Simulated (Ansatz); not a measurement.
```
Na La Mn Mo O
1.0
     5.55735    0.00000    0.00000
     0.00000    5.59794    0.00000
    -0.06214    0.00000    8.02462
Na La Mn Mo O
2 2 2 2 12
Direct
  0.75008 0.51572 0.49924
  0.24992 0.01572 0.50076
  0.25715 0.95896 0.99937
  0.74285 0.45896 0.00063
  0.24767 0.48762 0.25607
  0.75233 0.98762 0.74393
  0.75559 0.99666 0.27090
  0.24441 0.49666 0.72910
  0.67335 0.97830 0.49061
  0.03402 0.81017 0.27726
  0.93353 0.28910 0.28026
  0.47817 0.20966 0.19922
  0.54435 0.73563 0.20079
  0.82956 0.01818 0.00392
  0.32665 0.47830 0.50939
  0.96598 0.31017 0.72274
  0.06647 0.78910 0.71974
  0.52183 0.70966 0.80078
  0.45565 0.23563 0.79921
  0.17044 0.51818 0.99608
```

Space group P2₁; a generated structure, not necessarily the stable one; the SCF solution may not be the lowest one; the program warned that another magnetic order may lie lower; spin-polarised.

Theory: Ansatz, Kohn-Sham DFT of a periodic cell, PBE, Ansatz PAW earlier set.

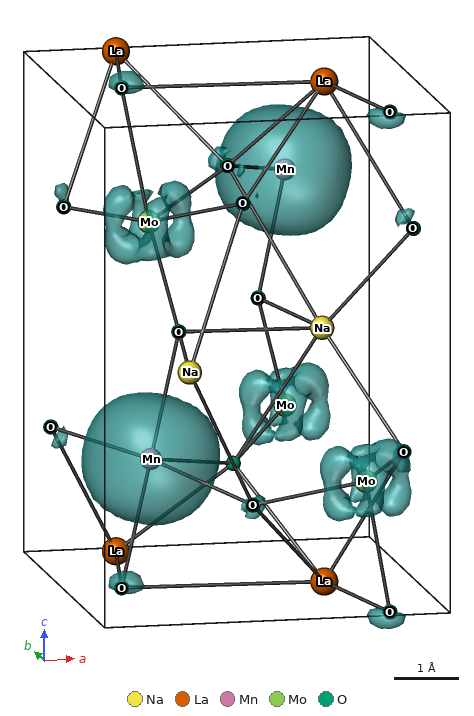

NaLaMnMoO$_{6}$. Isosurface of the spin density (up minus down) at +0.1 e/Å³ (teal), seen slightly off an axis. Sticks mark near contacts.

### Describe the spin distribution.

The spin density sits on Mn: +3.8 μB (×2) in one cell of 20 atoms, with smaller moments on other sites: Mo (up to +0.19 μB) and O (up to +0.06 μB): parallel main moments (a ferromagnetic arrangement) in this solution. The cell of the calculation (20 atoms) carries 10.0 μB of net spin moment.
